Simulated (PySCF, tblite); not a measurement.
# C₇H₁₅BSi: geometry, infrared bands and NMR shifts

Aim: predict the infrared bands and NMR shifts of C₇H₁₅BSi (`CB(C)[Si]1(C2CC2)CC1`).

Computed with tblite 0.8.0 and PySCF 2.14.0, with density-fitted response routines of our own, on a single molecule in the gas phase. Atoms count from 0, in the outputs and in this text.

## 1. The starting structure

24 atoms, charge 0, multiplicity 1; geometry from: force field or distance geometry start.

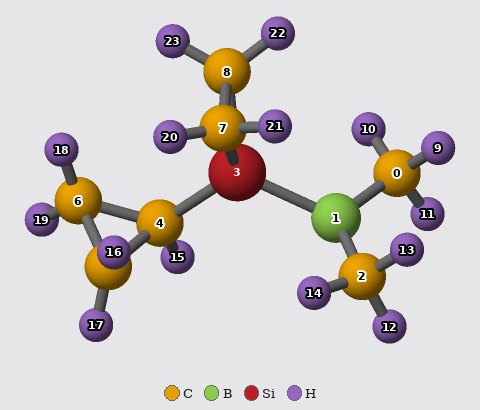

The starting geometry (carbon amber, boron green, silicon red, hydrogen purple), atoms numbered; sticks join atoms by distance.

## 2. Geometry optimisation with GFN2-xTB

What the job is given:

```
{"job": {"kind": "relax", "xc": "GFN2-xTB", "basis": "xTB"}, "charge": 0, "multiplicity": 1}
C     -2.555300    -1.458600    -0.429500
B     -1.603300    -0.203200    -0.572200
C     -2.208600     1.219200    -0.792800
Si     0.150600    -0.290300     0.229500
C      1.526800    -0.325600    -0.980000
C      2.310700     0.973400    -1.055100
C      2.966300    -0.308200    -0.580600
C      0.300500     0.649500     1.831100
C      0.383700    -0.868500     1.978400
H     -3.314300    -1.182900     0.361000
H     -1.965800    -2.336300    -0.136800
H     -3.075800    -1.626300    -1.391800
H     -2.694800     1.286000    -1.791900
H     -3.018900     1.382300    -0.046100
H     -1.436200     2.006800    -0.644400
H      1.258500    -0.729000    -1.979400
H      2.134800     1.694000    -0.232000
H      2.493400     1.327400    -2.079100
H      3.262000    -0.317400     0.491500
H      3.659600    -0.738900    -1.340700
H      1.172700     1.275100     2.027700
H     -0.658400     1.074300     2.236800
H     -0.474800    -1.295700     2.559500
H      1.374800    -1.187200     2.344600
```

Started as:

```bash
OMP_NUM_THREADS=1 python probes_run.py task.json out
```

One launch serves the whole session: the jobs run in the order shown.

Log:

```text
step      E/eV     max force
  0    -692.54751    1.806
  1    -692.81261    0.994
  2    -692.94996    0.679
  3    -693.01687    0.504
  4    -693.05881    0.512
  5    -693.09320    0.419
  6    -693.12008    0.375
  7    -693.13834    0.263
  8    -693.15334    0.242
  9    -693.16617    0.224
 10    -693.17675    0.206
 11    -693.18509    0.182
 12    -693.19330    0.196
 13    -693.20253    0.202
 14    -693.21116    0.169
 15    -693.21807    0.157
 16    -693.22439    0.165
 17    -693.23104    0.176
 18    -693.23727    0.166
 19    -693.24233    0.127
 20    -693.24685    0.165
 21    -693.25236    0.182
 22    -693.25890    0.174
 23    -693.26424    0.165
 24    -693.26738    0.113
 25    -693.26955    0.088
 26    -693.27172    0.106
 27    -693.27390    0.088
 28    -693.27589    0.093
 29    -693.27789    0.097
 30    -693.28057    0.154
 31    -693.28454    0.181
 32    -693.28934    0.175
 33    -693.29339    0.144
 34    -693.29602    0.107
 35    -693.29775    0.092
 36    -693.29927    0.101
 37    -693.30096    0.133
 38    -693.30274    0.126
 39    -693.30447    0.095
 40    -693.30607    0.086
 41    -693.30757    0.081
 42    -693.30902    0.073
 43    -693.31042    0.075
 44    -693.31166    0.068
 45    -693.31276    0.076
 46    -693.31387    0.072
 47    -693.31509    0.082
 48    -693.31627    0.073
 49    -693.31715    0.053
 50    -693.31774    0.053
 51    -693.31827    0.049
 52    -693.31885    0.061
 53    -693.31942    0.056
 54    -693.31990    0.049
 55    -693.32025    0.037
 56    -693.32052    0.033
 57    -693.32075    0.033
 58    -693.32094    0.030
 59    -693.32114    0.033
 60    -693.32137    0.034
 61    -693.32165    0.041
 62    -693.32203    0.054
 63    -693.32259    0.063
 64    -693.32342    0.083
 65    -693.32449    0.085
 66    -693.32558    0.066
 67    -693.32650    0.064
 68    -693.32735    0.068
 69    -693.32851    0.099
 70    -693.33016    0.126
 71    -693.33205    0.130
 72    -693.33311    0.128
 73    -693.33425    0.100
 74    -693.33542    0.064
 75    -693.33633    0.057
 76    -693.33734    0.062
 77    -693.33828    0.064
 78    -693.33917    0.062
 79    -693.34001    0.060
 80    -693.34082    0.059
 81    -693.34154    0.058
 82    -693.34126    0.106
 83    -693.34237    0.044
 84    -693.34268    0.047
 85    -693.34343    0.060
 86    -693.34388    0.055
 87    -693.34494    0.058
 88    -693.34583    0.063
 89    -693.34709    0.088
 90    -693.34846    0.107
 91    -693.34960    0.091
 92    -693.35081    0.106
 93    -693.35236    0.082
 94    -693.35471    0.079
 95    -693.35632    0.073
 96    -693.35839    0.091
 97    -693.36068    0.094
 98    -693.36307    0.124
 99    -693.36607    0.080
100    -693.36852    0.105
101    -693.36997    0.088
102    -693.37113    0.119
103    -693.37258    0.087
104    -693.37440    0.104
105    -693.37697    0.132
106    -693.37952    0.105
107    -693.38229    0.115
108    -693.38463    0.165
109    -693.38633    0.162
110    -693.38949    0.195
111    -693.39202    0.115
112    -693.39403    0.091
113    -693.39566    0.095
114    -693.39760    0.072
115    -693.39951    0.084
116    -693.40055    0.114
117    -693.40160    0.107
118    -693.40292    0.066
119    -693.40385    0.061
120    -693.40510    0.070
121    -693.40607    0.067
122    -693.40741    0.070
123    -693.40851    0.067
124    -693.40993    0.068
125    -693.41134    0.065
126    -693.41301    0.070
127    -693.41466    0.070
128    -693.41631    0.079
129    -693.41804    0.089
130    -693.41997    0.098
131    -693.42215    0.080
132    -693.42409    0.168
133    -693.42611    0.136
134    -693.42808    0.112
135    -693.43061    0.109
136    -693.43176    0.085
137    -693.43328    0.103
138    -693.43442    0.099
139    -693.43568    0.109
140    -693.43732    0.126
141    -693.43921    0.159
142    -693.44239    0.135
143    -693.44693    0.129
144    -693.45156    0.215
145    -693.44721    0.517
146    -693.45784    0.139
147    -693.46074    0.117
148    -693.46570    0.229
149    -693.46851    0.128
150    -693.47282    0.105
151    -693.47633    0.089
152    -693.47874    0.076
153    -693.48058    0.102
154    -693.48236    0.093
155    -693.48374    0.143
156    -693.48549    0.097
157    -693.48747    0.086
158    -693.48981    0.116
159    -693.49223    0.130
160    -693.49393    0.105
161    -693.49536    0.076
162    -693.49599    0.227
163    -693.49770    0.067
164    -693.49868    0.059
165    -693.49982    0.059
166    -693.50029    0.054
167    -693.50087    0.059
168    -693.50132    0.054
169    -693.50164    0.044
170    -693.50197    0.046
171    -693.50230    0.041
172    -693.50260    0.047
173    -693.50288    0.043
174    -693.50312    0.025
175    -693.50328    0.026
176    -693.50342    0.023
177    -693.50356    0.025
178    -693.50374    0.030
179    -693.50394    0.030
180    -693.50413    0.025
181    -693.50431    0.026
182    -693.50449    0.023
183    -693.50466    0.026
184    -693.50483    0.026
185    -693.50499    0.025
186    -693.50514    0.021
187    -693.50527    0.017
188    -693.50537    0.017
189    -693.50546    0.021
190    -693.50553    0.021
191    -693.50561    0.015
192    -693.50568    0.015
193    -693.50573    0.015
194    -693.50577    0.013
195    -693.50580    0.011
196    -693.50582    0.011
197    -693.50584    0.010
198    -693.50587    0.012
199    -693.50591    0.016
200    -693.50596    0.017
201    -693.50603    0.016
202    -693.50611    0.018
203    -693.50619    0.018
204    -693.50627    0.017
205    -693.50633    0.016
206    -693.50638    0.016
207    -693.50644    0.016
208    -693.50651    0.018
209    -693.50660    0.023
210    -693.50670    0.023
211    -693.50680    0.023
212    -693.50689    0.021
213    -693.50698    0.020
214    -693.50710    0.024
215    -693.50725    0.026
216    -693.50748    0.033
217    -693.50778    0.033
218    -693.50814    0.046
219    -693.50814    0.107
220    -693.50888    0.045
221    -693.50933    0.037
222    -693.50828    0.226
223    -693.51009    0.043
224    -693.51036    0.024
225    -693.51013    0.166
226    -693.51075    0.037
227    -693.51089    0.035
228    -693.51116    0.061
229    -693.51141    0.057
230    -693.51175    0.024
231    -693.51188    0.024
232    -693.51205    0.021
233    -693.51214    0.022
234    -693.51223    0.020
235    -693.51232    0.025
236    -693.51243    0.021
237    -693.51253    0.041
238    -693.51264    0.028
239    -693.51272    0.021
240    -693.51281    0.017
241    -693.51285    0.015
242    -693.51292    0.019
243    -693.51297    0.018
244    -693.51302    0.013
245    -693.51308    0.011
246    -693.51312    0.026
247    -693.51316    0.013
248    -693.51319    0.010
249    -693.51322    0.009
```

Wall time 4.5 s (1 thread of Arm Neoverse N1, shared host); peak memory 0.18 GiB.

The steps of the relaxation: (not every step is listed)

```csv
step,energy from step 0 (eV),largest force (eV/Å)
0,0.0000,1.8060
1,-0.2651,0.9937
2,-0.4025,0.6790
3,-0.4694,0.5041
4,-0.5113,0.5115
5,-0.5457,0.4189
6,-0.5726,0.3747
7,-0.5908,0.2633
8,-0.6058,0.2419
31,-0.7370,0.1813
54,-0.7724,0.0489
77,-0.7908,0.0638
100,-0.8210,0.1047
123,-0.8610,0.0670
146,-0.9103,0.1387
169,-0.9541,0.0443
192,-0.9582,0.0147
215,-0.9597,0.0265
238,-0.9651,0.0282
244,-0.9655,0.0126
245,-0.9656,0.0114
246,-0.9656,0.0264
247,-0.9656,0.0130
248,-0.9657,0.0104
249,-0.9657,0.0085
```

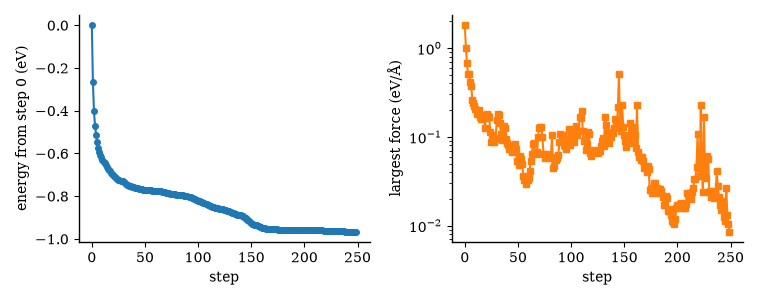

Energy and largest force along the relaxation.

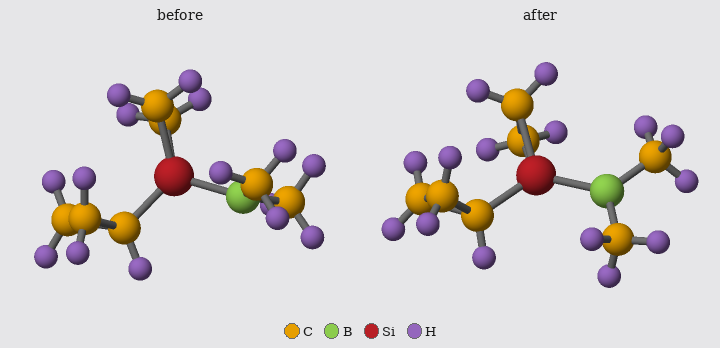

The geometry before (left) and after (right).

Distances of close pairs at the start and the end, largest changes first:

```csv
bond,before (Å),after (Å),change (Å)
Si3–C4,1.833,1.896,+0.063
Si3–C8,1.857,1.915,+0.058
Si3–C7,1.863,1.913,+0.050
C7–H21,1.125,1.080,-0.044
C0–H9,1.130,1.088,-0.043
C8–H22,1.121,1.080,-0.041
C6–H19,1.115,1.080,-0.035
C6–H18,1.112,1.079,-0.033
```

The final coordinates are the input of the step that follows.

## 3. Infrared spectrum with GFN2-xTB

What the job is given:

```
{"job": {"kind": "ir", "xc": "GFN2-xTB", "basis": "xTB"}, "charge": 0, "multiplicity": 1}
C     -2.965810    -0.589579     0.417673
B     -1.733469    -0.188796    -0.481909
C     -2.004159     0.264239    -1.970287
Si     0.068388    -0.249353     0.194649
C      1.568040     0.238987    -0.857395
C      2.213493     1.590565    -0.701144
C      2.948719     0.363201    -0.279907
C      0.397490    -0.038471     2.067193
C      0.542443    -1.467697     1.593570
H     -2.704411    -1.002078     1.389367
H     -3.609856    -1.310433    -0.086393
H     -3.594887     0.283726     0.597211
H     -3.056123     0.387786    -2.221055
H     -1.492616     1.196770    -2.208598
H     -1.594083    -0.474312    -2.661293
H      1.534206    -0.126480    -1.878547
H      1.839213     2.247418     0.069987
H      2.546899     2.111874    -1.587293
H      3.079129     0.185049     0.776133
H      3.787112     0.034917    -0.877006
H      1.301575     0.447565     2.402589
H     -0.431775     0.163676     2.729075
H     -0.191738    -2.169533     1.960572
H      1.540485    -1.879276     1.620363
```

Log:

```text
mode    cm-1     km/mol
  1     -13.0      0.49
  2      34.3      0.06
  3      51.6      0.04
  4      73.2      0.22
  5      79.8      3.32
  6     100.6      2.13
  7     139.3      2.81
  8     166.1      0.19
  9     233.6      0.59
 10     241.6      2.63
 11     286.2      4.65
 12     313.3      7.87
 13     340.2      2.76
 14     509.7      0.36
 15     632.5      5.76
 16     644.0     25.83
 17     692.7      2.70
 18     712.7     16.78
 19     717.4      5.56
 20     759.7     97.24
 21     809.9      2.03
 22     837.2     61.50
 23     842.1     10.97
 24     846.3     43.92
 25     859.2     27.94
 26     871.3      6.60
 27     956.3      0.08
 28     991.3    138.43
 29    1003.4     52.53
 30    1020.2     12.58
 31    1027.9      9.72
 32    1068.5      1.84
 33    1071.7      0.17
 34    1092.2     90.29
 35    1113.5     13.34
 36    1118.1     83.23
 37    1134.7     66.98
 38    1162.2      0.11
 39    1171.7      0.01
 40    1249.9      2.78
 41    1347.0     11.67
 42    1385.3     33.64
 43    1392.8     17.35
 44    1433.6      0.25
 45    1446.6      0.33
 46    1460.2      2.95
 47    1488.1      2.13
 48    1489.8      3.21
 49    1490.1      3.05
 50    1493.7      1.06
 51    1499.1      2.28
 52    2983.4      7.99
 53    2987.2     35.69
 54    3005.4      4.94
 55    3008.4     46.11
 56    3013.9     31.68
 57    3024.5     35.56
 58    3034.9     30.18
 59    3062.5     36.75
 60    3066.3     20.39
 61    3067.4      6.96
 62    3069.9     26.45
 63    3076.3     30.05
 64    3085.4     42.49
 65    3086.7     80.45
 66    3101.1     49.16
```

It took 2.2 s on 1 thread of Arm Neoverse N1, shared host; peak memory 0.18 GiB.

Which atoms move in the most intense modes:

```csv
cm⁻¹,km/mol,atoms
760,97.2,"H23 17 %, H22 16 %, H21 16 %, H20 16 %"
837,61.5,"H14 21 %, B1 17 %, C2 11 %"
991,138.4,"H22 23 %, H21 21 %, H23 18 %, H20 16 %"
1003,52.5,"C4 30 %, C5 22 %, C6 21 %"
1092,90.3,"C7 26 %, C8 26 %"
1118,83.2,"B1 53 %, C0 11 %"
1135,67.0,B1 51 %
3087,80.5,"H23 28 %, H22 23 %, H20 20 %, H21 19 %"
```

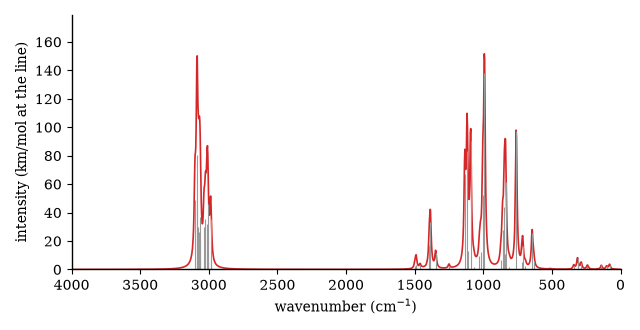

The infrared spectrum from these modes, unscaled. Lines are broadened to a width of 14 cm⁻¹ (Lorentzian).

## 4. NMR shieldings: PBE0/pcSseg-1

Settings changed since step 3:

```diff
@@ -1,2 +1,2 @@
-{"job": {"kind": "ir", "xc": "GFN2-xTB", "basis": "xTB"}, "charge": 0, "multiplicity": 1}
+{"job": {"kind": "nmr", "xc": "PBE0", "basis": "pcSseg-1"}, "charge": 0, "multiplicity": 1}
 C     -2.965810    -0.589579     0.417673
```

Level: GIAO PBE0/pcSseg-1 NMR shielding, non-relativistic, gas phase.

Log:

```text
coarse grid: 19616 points
cycle   1  E = -589.3673016537  dE =  9.743e-01  |g| = 5.959e-01  |ddm| = 4.354e+00
cycle   2  E = -589.3258052590  dE =  4.150e-02  |g| = 7.197e-01  |ddm| = 1.199e+00
cycle   3  E = -589.4618908273  dE = -1.361e-01  |g| = 9.990e-02  |ddm| = 7.510e-01
cycle   4  E = -589.4645831301  dE = -2.692e-03  |g| = 3.843e-02  |ddm| = 1.754e-01
cycle   5  E = -589.4650199324  dE = -4.368e-04  |g| = 6.606e-03  |ddm| = 4.593e-02
cycle   6  E = -589.4650289681  dE = -9.036e-06  |g| = 2.663e-03  |ddm| = 9.369e-03
final grid: 182176 points
cycle   7  E = -589.5156049184  dE = -5.604e-05  |g| = 1.135e-02  |ddm| = 4.207e-02
cycle   8  E = -589.5155863053  dE =  1.861e-05  |g| = 1.427e-02  |ddm| = 2.226e-02
cycle   9  E = -589.5156380480  dE = -5.174e-05  |g| = 1.205e-03  |ddm| = 1.312e-02
cycle  10  E = -589.5156384598  dE = -4.118e-07  |g| = 3.949e-04  |ddm| = 2.041e-03
cycle  11  E = -589.5156385032  dE = -4.342e-08  |g| = 1.150e-04  |ddm| = 5.082e-04
cycle  12  E = -589.5156385065  dE = -3.229e-09  |g| = 3.179e-05  |ddm| = 1.400e-04
cycle  13  E = -589.5156385067  dE = -2.615e-10  |g| = 4.830e-06  |ddm| = 4.287e-05
converged SCF energy = -589.5156385067

GIAO shielding tensors (ppm)
atom      isotropic    diamagn.    paramagn.     s11        s22        s33       span
  0 C      168.432     253.482     -85.050    143.458    178.456    183.382     39.925
  1 B       -9.552     194.206    -203.759   -107.536    -49.340    128.218    235.754
  2 C      163.549     254.320     -90.771    128.581    178.892    183.173     54.592
  3 Si     481.440     884.933    -403.493    326.787    336.508    781.026    454.239
  4 C      194.633     252.056     -57.423    166.018    189.322    228.560     62.542
  5 C      179.817     253.607     -73.790    149.083    174.196    216.174     67.091
  6 C      185.096     255.559     -70.463    158.016    178.750    218.522     60.506
  7 C      183.126     258.222     -75.096    169.621    184.412    195.344     25.723
  8 C      178.090     258.463     -80.374    164.007    175.859    194.403     30.395
  9 H       30.528      33.473      -2.945     25.119     32.400     34.066      8.947
 10 H       30.626      29.605       1.022     26.746     28.888     36.246      9.500
 11 H       30.842      30.176       0.666     26.993     28.996     36.538      9.545
 12 H       30.132      30.194      -0.062     26.480     28.964     34.950      8.470
 13 H       29.811      33.035      -3.224     25.054     30.884     33.496      8.441
 14 H       30.346      31.817      -1.471     25.939     30.250     34.849      8.909
 15 H       31.835      33.371      -1.535     24.009     28.723     42.774     18.765
 16 H       31.520      32.672      -1.153     25.137     30.346     39.077     13.940
 17 H       31.031      30.763       0.268     24.928     26.055     42.111     17.183
 18 H       32.005      33.356      -1.352     24.495     31.750     39.768     15.274
 19 H       31.265      30.690       0.576     24.724     26.461     42.611     17.888
 20 H       31.166      33.490      -2.324     25.472     29.393     38.635     13.163
 21 H       30.957      33.493      -2.536     25.403     26.816     40.654     15.251
 22 H       30.781      33.113      -2.332     25.273     26.703     40.368     15.095
 23 H       30.774      33.145      -2.371     25.082     28.523     38.717     13.634
```

Run time: 1.9 min. Hardware: 1 thread of Arm Neoverse N1, shared host; peak memory 1.1 GiB.

The references, computed at this level on geometries of the same kind, shield at (ppm): 1H TMS 31.72, 13C TMS 186.9, 29Si TMS 349.2, 11B BF3·OEt2 100.1. Their shielding less the atom's gives the shift. The references are single molecules in the gas phase. Atoms listed in one row are averaged.

```csv
atoms,environment,σ (ppm),δ (ppm),δ scaled to CDCl3
"C0, C2",methyl carbon bonded to B,166.0,20.9,18.5
"C7, C8",three-membered-ring carbon,180.6,6.3,4.3
"C5, C6",three-membered-ring carbon,182.5,4.5,2.4
C4,three-membered-ring carbon,194.6,-7.7,-9.4
"H9, H10, H11, H12, H13, H14",hydrogen on a methyl carbon bonded to B,30.38,1.34,1.36
"H21, H22",hydrogen on a three-membered-ring carbon,30.87,0.85,0.90
"H20, H23",hydrogen on a three-membered-ring carbon,30.97,0.75,0.81
"H17, H19",hydrogen on a three-membered-ring carbon,31.15,0.57,0.64
"H16, H18",hydrogen on a three-membered-ring carbon,31.76,-0.05,0.06
H15,hydrogen on a three-membered-ring carbon,31.84,-0.12,-0.01
B1,"boron bonded to 2 C, Si",-9.6,109.6,–
Si3,"silicon bonded to 3 C, B, in a 3-membered ring",481.4,-132.3,–
```

The scaled column applies a straight-line fit of computed shieldings to shifts measured in CDCl3 (root-mean-square error 0.16 ppm for H, 1.9 ppm for C).

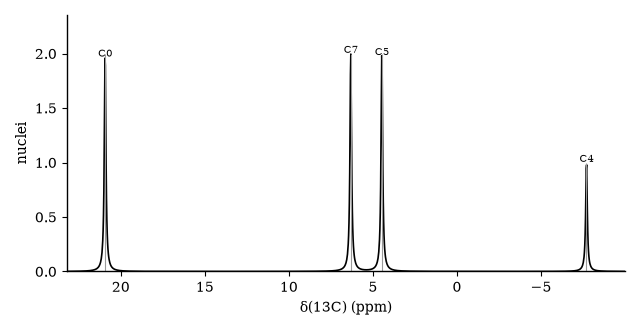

13C lines at the computed shifts, without couplings. Lines are broadened to a width of 0.11 ppm (Lorentzian).

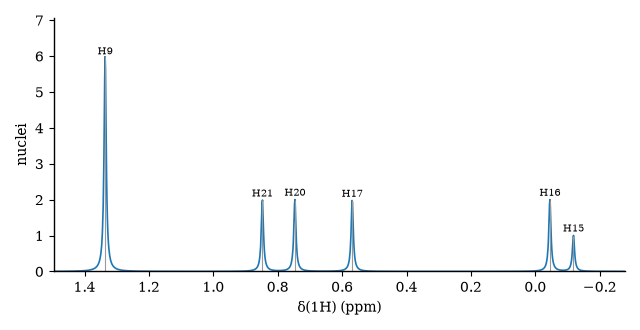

1H lines at the computed shifts, without couplings. Lines are broadened to a width of 0.01 ppm (Lorentzian).

Charges from the same density, by scheme (e):

```csv
atoms,Mulliken,IAO,Hirshfeld,ESP fit
"C0, C2",-0.51,-0.56,-0.19,-0.88
B1,0.08,0.05,0.12,0.89
Si3,0.81,0.74,0.26,-0.35
C4,-0.56,-0.40,-0.13,0.10
"C5, C6",-0.20,-0.28,-0.09,-0.35
"C7, C8",-0.46,-0.49,-0.16,-0.34
```

Mulliken charges:

C0 -0.50; B1 0.08; C2 -0.51; Si3 0.81; C4 -0.56; C5 -0.21; C6 -0.19; C7 -0.47; C8 -0.46; H9 0.12; H10 0.13; H11 0.14; H12 0.12; H13 0.14; H14 0.14; H15 0.14; H16 0.13; H17 0.13; H18 0.13; H19 0.13; H20 0.15; H21 0.14; H22 0.14; H23 0.15

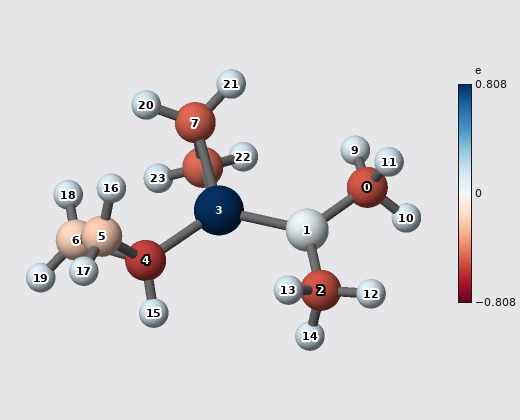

Mulliken charges, as colours on the atoms.

Mayer bond orders: C0–B1 1.08, B1–C2 1.04, B1–Si3 1.01, Si3–C4 0.86, C4–C5 0.96, C5–C6 0.98, Si3–C7 0.89, C7–C8 0.95, C8–Si3 0.88, C6–C4 0.97.

Ring of atoms Si3, C7, C8: NICS(0) -29.6, NICS(1) -8.5, NICS(1)zz -21.1 ppm (means of both faces).

In rings of three or four atoms NICS is ruled by the nearby σ bonds, so it says little on aromaticity.

Ring of atoms C4, C5, C6: NICS(0) -46.1, NICS(1) -9.1, NICS(1)zz -25.0 ppm (means of both faces).

In rings of three or four atoms NICS is ruled by the nearby σ bonds, so it says little on aromaticity.

## 5. Results

| quantity | value |
| --- | --- |
| strongest single infrared mode (GFN2-xTB) | 991 cm⁻¹, 138 km/mol |
| zero-point energy (GFN2-xTB) | 126.6 kcal/mol |
| 13C shifts against TMS (PBE0/pcSseg-1, means over atoms taken as alike) | 20.9, 6.3, 4.5, -7.7 ppm |
| 1H shifts against TMS (PBE0/pcSseg-1, means over atoms taken as alike) | 1.34, 0.85, 0.75, 0.57, -0.05, -0.12 ppm |
| 11B shifts against BF3·OEt2 (PBE0/pcSseg-1) | 109.6 ppm |
| 29Si shifts against TMS (PBE0/pcSseg-1) | -132.3 ppm |

**Reading.** The optimisation took 249 steps and gained 0.966 eV; among the close pairs (by a distance rule), Si3–C4 changed most, from 1.833 to 1.896 Å. The lowest mode is slightly imaginary (13i cm⁻¹), a soft motion within the noise of the Hessian, so the minimum is not strictly shown. The strongest single mode, at 991 cm⁻¹, is spread over several atoms, H22, H21, H23, H20 among them. Unscaled tight-binding wavenumbers are off by several per cent, some by more. Its intensities can rank the bands wrongly. At PBE0/pcSseg-1: Shielding is most anisotropic at Si3 (span 454 ppm, paramagnetic term -403 ppm).
